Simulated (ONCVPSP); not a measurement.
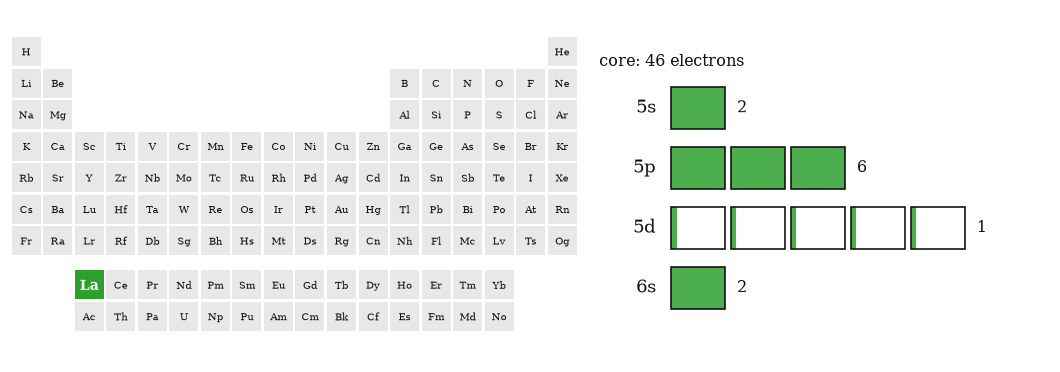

**Figure 1.** Left, the place of lanthanum in the periodic table; right, the valence shells of the reference configuration: a box for each of the 2l + 1 orbitals, shaded by the share of the shell that is filled, with the electron count at the right. The shells are those of the unaltered input.

La: pseudopotential generation (part 1 of 2)

- system: lanthanum (La, Z = 57), core [Kr] 4d10, reference valence 5s2 5p6 5d1 6s2, valence charge 11. (This line and the method describe the unaltered input from which the odd one was made.)
- method: ONCV potential, PBE, fully relativistic, made with ONCVPSP 4.0.1

Input:
```
# ATOM AND REFERENCE CONFIGURATION
# atsym  z   nc   nv     iexc    psfile
  La 57.00    9    4        4      upf
#
#   n    l    f
    1    0    2.00
    2    0    2.00
    2    1    6.00
    3    0    2.00
    3    1    6.00
    3    2   10.00
    4    0    2.00
    4    1    6.00
    4    2   10.00
    5    0    2.00
    5    1    6.00
    5    2    1.00
    6    0    2.00
#
# PSEUDOPOTENTIAL AND OPTIMIZATION
# lmax
    3
#
#   l,   rc,      ep,       ncon, nbas, qcut
    0    2.60    0.00    5   10    4.00
    1    2.85    0.00    3    6    3.90
    2    4.00    0.00    3    7    3.50
    3    3.20    0.05    4    7    3.80
#
# LOCAL POTENTIAL
# lloc, lpopt,  rc(5),   dvloc0
    4    5    2.45    4.00
#
# VANDERBILT-KLEINMAN-BYLANDER PROJECTORs
# l, nproj, debl
    0    2    3.00
    1    3    0.40
    2    3    4.00
    3    2    2.10
#
# MODEL CORE CHARGE
# icmod, fcfact, rcfact
    3    4.25    1.75
#
# LOG DERIVATIVE ANALYSIS
# epsh1, epsh2, depsh
   -3.00    5.00    0.02
#
# OUTPUT GRID
# rlmax, drl
    6.00    0.50
#
# TEST CONFIGURATIONS
# ncnf
    4
# nvcnf
#   n    l    f
    4
    5    0    2.00
    5    1    6.00
    5    2    1.00
    6    0    1.00
#
    4
    5    0    2.00
    5    1    6.00
    5    2    1.00
    6    0    0.00
#
    4
    5    0    2.00
    5    1    6.00
    5    2    0.00
    6    0    0.00
#
    5
    5    0    2.00
    5    1    6.00
    5    2    1.00
    6    0    0.00
    6    1    1.00
#
```

Hardware: 1 CPU thread, shared host.

Run as:
```bash
oncvpspr.x < La.dat > La.out
```

Output (extracts):
```
ONCVPSP  (Optimized Norm-Conservinng Vanderbilt PSeudopotential)
relativistic version 4.0.1

#   n    l    f        energy (Ha)
    1    0    2.00    -1.4229250D+03
    2    0    2.00    -2.2642219D+02
    2    1    6.00    -1.9834626D+02    -2.1352863D+02
    3    0    2.00    -4.8429702D+01
    3    1    6.00    -4.0037435D+01    -4.2996511D+01
    3    2   10.00    -2.9893017D+01    -3.0526026D+01
    4    0    2.00    -9.7804238D+00
    4    1    6.00    -7.1521559D+00    -7.7815577D+00
    4    2   10.00    -3.7673129D+00    -3.8765740D+00
    5    0    2.00    -1.4287179D+00
    5    1    6.00    -7.9478463D-01    -8.8693013D-01
    5    2    1.00    -1.1076073D-01    -1.1766174D-01
    6    0    2.00    -1.3521441D-01

Reference configufation results
  iterations    25
  all-electron total energy (Ha)   -8.49750716D+03

Begin loop to  construct optimized pseudo wave functions
and semi-local pseudopoentials for all angular momenta

Calculating optimized projector #   1

 for l=   0

    Fraction of norm inside rc  0.964369
    Optimizing pswf for qcut=   3.99 a_B^-1,  ecut=   7.97 Ha
    Residual kinetic energy error=  1.72D-04 Ha

    Energy error per electron        Cutoff
         Ha          eV             Ha
         0.01000     0.27211        4.21
         0.00100     0.02721        6.54
         0.00010     0.00272       11.61
         0.00001     0.00027       41.60

Calculating optimized projector #   2

 for l=   0

    Fraction of norm inside rc  0.082433
    Optimizing pswf for qcut=   3.99 a_B^-1,  ecut=   7.97 Ha
    Residual kinetic energy error=  1.24D-04 Ha

    Energy error per electron        Cutoff
         Ha          eV             Ha
         0.01000     0.27211        1.89
         0.00100     0.02721        6.15
         0.00010     0.00272        8.62
         0.00001     0.00027       29.37

WARNING wellstate: negative energy specified for n= 6 l=  1
WARNING scattering state with energy  0.25000000
WARNING will be used for the first projector

   Wellstate for l =  1  n =  7 kap= -2
     eigenvalue =   0.2500
     asymptotic potential =   0.7500
     half-point radius = 10.4175

   Wellstate for l =  1  n =  8 kap= -2
     eigenvalue =   0.6500
     asymptotic potential =   1.1500
     half-point radius =  9.4854

Calculating optimized projector #   1

 for l=   1

    Fraction of norm inside rc  0.932112
    Optimizing pswf for qcut=   3.90 a_B^-1,  ecut=   7.60 Ha
    Residual kinetic energy error=  7.88D-07 Ha

    Energy error per electron        Cutoff
         Ha          eV             Ha
         0.01000     0.27211        3.69
         0.00100     0.02721        4.89
         0.00010     0.00272        5.92
         0.00001     0.00027        6.85

Calculating optimized projector #   2

 for l=   1

    Fraction of norm inside rc  0.068504
    Optimizing pswf for qcut=   3.90 a_B^-1,  ecut=   7.60 Ha
    Residual kinetic energy error=  4.27D-06 Ha

    Energy error per electron        Cutoff
         Ha          eV             Ha
         0.01000     0.27211        2.95
         0.00100     0.02721        4.23
         0.00010     0.00272        5.20
         0.00001     0.00027        6.16

Calculating optimized projector #   3

 for l=   1

    Fraction of norm inside rc  0.091970
    Optimizing pswf for qcut=   3.90 a_B^-1,  ecut=   7.60 Ha
    Residual kinetic energy error=  1.12D-05 Ha

    Energy error per electron        Cutoff
         Ha          eV             Ha
         0.01000     0.27211        3.28
         0.00100     0.02721        4.53
         0.00010     0.00272        5.44
         0.00001     0.00027        7.80

   Wellstate for l =  1  n =  7 kap=  1
     eigenvalue =  -0.4869

   Wellstate for l =  1  n =  8 kap=  1
     eigenvalue =   0.6403

Calculating optimized projector #   1

 for l=   1

    Fraction of norm inside rc  0.949263
    Optimizing pswf for qcut=   3.90 a_B^-1,  ecut=   7.60 Ha
    Residual kinetic energy error=  2.93D-06 Ha

    Energy error per electron        Cutoff
         Ha          eV             Ha
         0.01000     0.27211        4.04
         0.00100     0.02721        5.26
         0.00010     0.00272        6.35
         0.00001     0.00027        7.28

Calculating optimized projector #   2

 for l=   1

    Fraction of norm inside rc  0.074916
    Optimizing pswf for qcut=   3.90 a_B^-1,  ecut=   7.60 Ha
    Residual kinetic energy error=  2.25D-06 Ha

    Energy error per electron        Cutoff
         Ha          eV             Ha
         0.01000     0.27211        3.23
         0.00100     0.02721        4.62
         0.00010     0.00272        5.68
         0.00001     0.00027        6.99

Calculating optimized projector #   3

 for l=   1

    Fraction of norm inside rc  0.099065
    Optimizing pswf for qcut=   3.90 a_B^-1,  ecut=   7.60 Ha
    Residual kinetic energy error=  5.57D-06 Ha

    Energy error per electron        Cutoff
         Ha          eV             Ha
         0.01000     0.27211        3.55
         0.00100     0.02721        4.85
         0.00010     0.00272        5.92
         0.00001     0.00027        7.53

   Wellstate for l =  2  n = 10 kap= -3
     eigenvalue =   3.8892
     asymptotic potential =   4.3892
     half-point radius =  6.2631

   Wellstate for l =  2  n = 13 kap= -3
     eigenvalue =   7.8892
     asymptotic potential =   8.3892
     half-point radius =  6.3677

Calculating optimized projector #   1

 for l=   2

    Fraction of norm inside rc  0.801501
    Optimizing pswf for qcut=   3.50 a_B^-1,  ecut=   6.13 Ha
    Residual kinetic energy error=  1.47D-06 Ha

    Energy error per electron        Cutoff
         Ha          eV             Ha
         0.01000     0.27211        3.22
         0.00100     0.02721        4.20
         0.00010     0.00272        4.93
         0.00001     0.00027        5.57

Calculating optimized projector #   2

 for l=   2

    Fraction of norm inside rc  0.207343
    Optimizing pswf for qcut=   3.50 a_B^-1,  ecut=   6.13 Ha
    Residual kinetic energy error=  3.80D-03 Ha

    Energy error per electron        Cutoff
         Ha          eV             Ha
         0.01000     0.27211        5.72
         0.00100     0.02721        8.21
         0.00010     0.00272       16.00
         0.00001     0.00027       27.28

Calculating optimized projector #   3

 for l=   2

    Fraction of norm inside rc  0.142524
    Optimizing pswf for qcut=   3.50 a_B^-1,  ecut=   6.13 Ha
    Residual kinetic energy error=  3.70D-01 Ha

    Energy error per electron        Cutoff
         Ha          eV             Ha
         0.01000     0.27211       26.20
         0.00100     0.02721       53.02

   Wellstate for l =  2  n = 10 kap=  2
     eigenvalue =   3.8823

   Wellstate for l =  2  n = 13 kap=  2
     eigenvalue =   7.8828

Calculating optimized projector #   1

 for l=   2

    Fraction of norm inside rc  0.816548
    Optimizing pswf for qcut=   3.50 a_B^-1,  ecut=   6.13 Ha
    Residual kinetic energy error=  1.68D-06 Ha

    Energy error per electron        Cutoff
         Ha          eV             Ha
         0.01000     0.27211        3.26
         0.00100     0.02721        4.25
         0.00010     0.00272        4.97
         0.00001     0.00027        5.61

Calculating optimized projector #   2

 for l=   2

    Fraction of norm inside rc  0.208406
    Optimizing pswf for qcut=   3.50 a_B^-1,  ecut=   6.13 Ha
    Residual kinetic energy error=  3.92D-03 Ha

    Energy error per electron        Cutoff
         Ha          eV             Ha
         0.01000     0.27211        5.73
         0.00100     0.02721        8.16
         0.00010     0.00272       15.73
         0.00001     0.00027       26.25

Calculating optimized projector #   3

 for l=   2

    Fraction of norm inside rc  0.143837
    Optimizing pswf for qcut=   3.50 a_B^-1,  ecut=   6.13 Ha
    Residual kinetic energy error=  3.66D-01 Ha

    Energy error per electron        Cutoff
         Ha          eV             Ha
         0.01000     0.27211       26.20
         0.00100     0.02721       53.06

WARNING wellstate: localized bound state found for n= 4 l= 3
WARNING this state with energy -0.15529208
WARNING will be used for the first projector

   Wellstate for l =  3  n =  7 kap= -4
     eigenvalue =   1.9447
     asymptotic potential =   2.4447
     half-point radius =  5.3833

Calculating optimized projector #   1

 for l=   3

    Fraction of norm inside rc  0.981285
    Optimizing pswf for qcut=   3.79 a_B^-1,  ecut=   7.20 Ha
    Residual kinetic energy error=  3.56D-02 Ha

    Energy error per electron        Cutoff
         Ha          eV             Ha
         0.01000     0.27211       12.46
         0.00100     0.02721       19.71
         0.00010     0.00272       26.43
         0.00001     0.00027       42.32

Calculating optimized projector #   2

 for l=   3

    Fraction of norm inside rc  0.252874
    Optimizing pswf for qcut=   3.79 a_B^-1,  ecut=   7.20 Ha
    Residual kinetic energy error=  6.09D-01 Ha

    Energy error per electron        Cutoff
         Ha          eV             Ha
         0.01000     0.27211       24.96
         0.00100     0.02721       28.84
         0.00010     0.00272       41.11
         0.00001     0.00027       62.78

   Wellstate for l =  3  n =  4 kap=  3
     eigenvalue =   0.0500

   Wellstate for l =  3  n =  7 kap=  3
     eigenvalue =   1.9346

Calculating optimized projector #   1

 for l=   3

    Fraction of norm inside rc  0.982665
    Optimizing pswf for qcut=   3.79 a_B^-1,  ecut=   7.20 Ha
    Residual kinetic energy error=  3.61D-02 Ha

    Energy error per electron        Cutoff
         Ha          eV             Ha
         0.01000     0.27211       12.72
         0.00100     0.02721       19.73
         0.00010     0.00272       26.47
         0.00001     0.00027       42.32

Calculating optimized projector #   2

 for l=   3

    Fraction of norm inside rc  0.253276
    Optimizing pswf for qcut=   3.79 a_B^-1,  ecut=   7.20 Ha
    Residual kinetic energy error=  6.14D-01 Ha

    Energy error per electron        Cutoff
         Ha          eV             Ha
         0.01000     0.27211       24.98
         0.00100     0.02721       28.89
         0.00010     0.00272       41.15
         0.00001     0.00027       62.85

Construct Vanderbilt / Kleinmman-Bylander projectors

B matrix Hermiticity error, ll=  0  kap= -1
   1   2    8.4262D-05

  Orthonormal projector coefficients -2.2101E+00 -5.5705E-01

B matrix Hermiticity error, ll=  1  kap= -2
   1   2   -5.1074D-05
   1   3    7.5602D-05
   2   3    8.2220D-06

  Orthonormal projector coefficients -2.2669E+00 -5.9258E-01  2.9369E-01

B matrix Hermiticity error, ll=  1  kap=  1
   1   2   -5.7276D-05
   1   3    8.3040D-05
   2   3    8.4162D-06

  Orthonormal projector coefficients -2.4975E+00 -7.1758E-01  3.6068E-01

B matrix Hermiticity error, ll=  2  kap= -3
   1   2    1.6687D-04
   1   3   -1.9680D-04
   2   3    9.3817D-05

  Orthonormal projector coefficients  6.7694E+00  1.6252E+00 -7.2562E-01

B matrix Hermiticity error, ll=  2  kap=  2
   1   2    1.7066D-04
   1   3   -2.0542D-04
   2   3    9.5170D-05

  Orthonormal projector coefficients  6.7120E+00  1.6163E+00 -7.5085E-01

B matrix Hermiticity error, ll=  3  kap= -4
   1   2    1.9699D-04

  Orthonormal projector coefficients -5.6165E+00 -2.9504E+00

B matrix Hermiticity error, ll=  3  kap=  3
   1   2    1.9980D-04

  Orthonormal projector coefficients -5.6272E+00 -2.9671E+00

 Orthonormal scalar projector coefficients, l =  1
 -2.3426E+00 -6.3199E-01  3.0770E-01  6.7951E-03 -1.8719E-03 -6.6146E-06

 Orthonormal spin-orbit projector coefficients, l =  1
  2.0361E-01 -9.5619E-02  8.6359E-02 -2.4992E-02  2.3379E-02 -3.1212E-04

 Orthonormal scalar projector coefficients, l =  2
  6.7454E+00  1.6222E+00 -7.3551E-01  2.1276E-04  1.9522E-05 -2.1020E-06

 Orthonormal spin-orbit projector coefficients, l =  2
  7.7929E-02 -5.0253E-02  1.4456E-02 -4.8593E-03 -7.7632E-04  9.7490E-05

 Orthonormal scalar projector coefficients, l =  3
 -5.6211E+00 -2.9576E+00 -2.3992E-06 -2.8588E-08

 Orthonormal spin-orbit projector coefficients, l =  3
  5.4592E-03  3.0903E-03 -7.3544E-04 -1.0212E-05

Model core correction analysis
  based on d2Exc/dn_idn_j

d2excae - all-electron derivatives

   -2.119919D-02   -1.799648D-02   -6.974268D-03   -1.477864D-03
   -1.799655D-02   -1.747428D-02   -9.536482D-03   -2.218392D-03
   -6.974217D-03   -9.536386D-03   -1.376724D-02   -1.152196D-02
   -1.477695D-03   -2.217928D-03   -1.151946D-02   -2.105042D-02

d2excps - pseudofunction derivatives with no core correction

   -3.495491D-02   -2.681000D-02   -8.800641D-03   -2.675047D-03
   -2.681062D-02   -2.518563D-02   -1.251131D-02   -3.060967D-03
   -8.800258D-03   -1.251087D-02   -1.893153D-02   -1.361446D-02
   -2.675306D-03   -3.060189D-03   -1.361065D-02   -2.357251D-02

rms 2nd derivative error    5.445682E-03

rmatch, rhocmatch    1.2148    3.2366

Teter function model core charge with specified parameters

d2excps - pseudofunction derivatives with core correction

   -1.838168D-02   -1.610024D-02   -6.713617D-03   -1.519361D-03
   -1.610019D-02   -1.649706D-02   -1.011491D-02   -2.458458D-03
   -6.713395D-03   -1.011485D-02   -1.701773D-02   -1.313049D-02
   -1.519069D-03   -2.457847D-03   -1.312623D-02   -2.307728D-02

rms 2nd derivative error    1.517645E-03

Pseudoatom total energy  -32.417742

Diagnostic tests using Vanderbilt-Kleinman-Bylander pseudopotentials
  relativistic with J = L +/- 1/2 projectors

   l  kap   rcore       rmatch      e in        delta e    norm test   slope test

   0  -1   2.6124051   2.6917234  -1.4287179   0.0000001   1.0001429   1.0001359
   0  -1   2.6124051   2.6917234  -0.1352144   0.0000008   1.0000141   1.0000113

   1  -2   2.8576579   2.9444226  -0.7947846  -0.0000000   1.0000834   1.0000845
   1   1   2.8576579   2.9444226  -0.8869301  -0.0000013   1.0000859   1.0000818
   1  -2   2.8576579   2.9444226   0.2500000   0.0000253   1.0001097   1.0001097
   1   1   2.8576579   2.9444226   0.2402538   0.0000267   1.0001081   1.0001081
   1  -2   2.8576579   2.9444226   0.6500000   0.0000323   1.0001144   1.0001144
   1   1   2.8576579   2.9444226   0.6382231   0.0000296   1.0001137   1.0001137

   2  -3   4.0187884   4.1408075  -0.1107607  -0.0000054   0.9990350   0.9990035
   2   2   4.0187884   4.1408075  -0.1176617  -0.0000054   0.9990155   0.9989796
run_diag_r: lschvkbbe ERROR   2   2  -3  60  3.88923928E+00  3.89063615E+00
   2  -3   4.0187884   4.1408075   3.8892393   0.0013969   0.0375950   0.0377122
run_diag_r: lschvkbbe ERROR   2   2   2  60  3.88282382E+00  3.91093271E+00
   2   2   4.0187884   4.1408075   3.8828238   0.0281089   0.0363129   0.0386939
   2  -3   4.0187884   4.1408075   7.8892393   0.5017965   1.0245808   1.0245808
   2   2   4.0187884   4.1408075   7.8833300   0.5363459   1.0237720   1.0237720

   3  -4   3.2016354   3.2988440  -0.1552921  -0.0000002   1.0000728   1.0000779
   3   3   3.2016354   3.2988440  -0.1654192  -0.0000001   1.0000758   1.0000740
   3  -4   3.2016354   3.2988440   1.9447079   0.0000115   1.0000612   1.0000612
   3   3   3.2016354   3.2988440   1.9426913   0.0000119   1.0000612   1.0000612

Diagnostic tests using Vanderbilt-Kleinman-Bylander pseudopotentials
  relativistic with scalar and spin-orbit non-local projectors

   l  kap   rcore       rmatch      e in        delta e    norm test   slope test

   0  -1   2.6124051   2.6917234  -1.4287179   0.0000001   1.0001429   1.0001359
   0  -1   2.6124051   2.6917234  -0.1352144   0.0000008   1.0000141   1.0000113

   1  -2   2.8576579   2.9444226  -0.7947846   0.0001336   0.9999902   1.0001183
   1   1   2.8576579   2.9444226  -0.8869301   0.0001239   1.0000102   1.0001082
   1  -2   2.8576579   2.9444226   0.2500000   0.0000368   1.0001472   1.0001472
   1   1   2.8576579   2.9444226   0.2402538   0.0000290   1.0001150   1.0001150
   1  -2   2.8576579   2.9444226   0.6500000   0.0000364   1.0000981   1.0000981
   1   1   2.8576579   2.9444226   0.6382231   0.0000454   1.0000745   1.0000745

   2  -3   4.0187884   4.1408075  -0.1107607  -0.0000113   0.9990344   0.9989615
   2   2   4.0187884   4.1408075  -0.1176617  -0.0000115   0.9990149   0.9989399
run_diag_r: lschvkbbe ERROR   2   2  -3  60  3.88923928E+00  3.89060700E+00
   2  -3   4.0187884   4.1408075   3.8892393   0.0013677   0.0375921   0.0377085
run_diag_r: lschvkbbe ERROR   2   2   2  60  3.88282382E+00  3.91090505E+00
   2   2   4.0187884   4.1408075   3.8828238   0.0280812   0.9456791   1.0076685
   2  -3   4.0187884   4.1408075   7.8892393   0.5017662   1.0245133   1.0245133
   2   2   4.0187884   4.1408075   7.8833300   0.5363156   1.0237078   1.0237078

   3  -4   3.2016354   3.2988440  -0.1552921  -0.0000000   1.0000732   1.0000785
   3   3   3.2016354   3.2988440  -0.1654192   0.0000000   1.0000762   1.0000746
   3  -4   3.2016354   3.2988440   1.9447079   0.0000115   1.0000613   1.0000613
   3   3   3.2016354   3.2988440   1.9426913   0.0000119   1.0000613   1.0000613

Ghost test for J = L + 1/2

 Testing for bound ghosts
   n   l    E NL Schr. Eq   E Basis Diag.   E Cutoff

   1   0       -1.428718       -1.428716     65.94
   2   0       -0.135214       -0.121644     65.94

   2   1       -0.794785       -0.794780     27.50

   3   2       -0.110766       -0.110688     21.36

   4   3       -0.155292       -0.155170     29.05

 Testing for highly-localized positive-energy ghosts
       l    <radius>/rc     E Basis Diag.   E Cutoff

       2        0.701350        8.173693     21.36  WARNING - GHOST(+)

Ghost test for J = L - 1/2
```

(Continued in part 2.) Outcome of the run: generated; the input is odd on purpose.
